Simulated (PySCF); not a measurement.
AlCl$_{3}$, SMILES `Cl[Al](Cl)Cl`.

Method: r2SCAN/aug-cc-pVDZ; geometry: GFN2-xTB; program: PySCF. No frequency check shows the geometry to be a minimum. GFN2-xTB bond lengths at metals and heavier atoms can be off by up to 0.1 Å and shapes distorted, which carries into these values.

Geometry (Å), atoms numbered from 1:

```
Cl1      1.0151    1.7579    0.0000
Al2     -0.0002    0.0000    0.0000
Cl3      1.0149   -1.7580    0.0000
Cl4     -2.0298    0.0001    0.0000
```

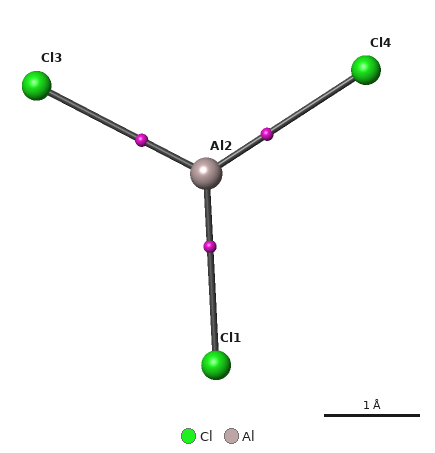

Molecular graph of the electron density (QTAIM): bond paths, bond critical points (magenta), ring points (cyan, if any); weak paths are dashed.

**How many critical points of each kind are there, and does the count close?**

4 nuclei, 3 bond, 0 ring and 0 cage critical points: 4 − 3 + 0 − 0 = 1, as the Poincaré–Hopf relation requires.

**Tabulate density, Laplacian, ellipticity and energy density at the bond critical points (atomic units).**

| bond | length (Å) | ρ (a.u.) | ∇²ρ (a.u.) | ε | H (a.u.) |
| --- | --- | --- | --- | --- | --- |
| Al2–Cl4 (3 alike) | 2.030 | 0.076 | +0.46 | 0.05 | −0.004 |

**What kind of interaction is Al2–Cl4?**

Polar or intermediate (positive Laplacian, negative energy density H): ρ = 0.076, ∇²ρ = +0.46, H = −0.004 a.u.
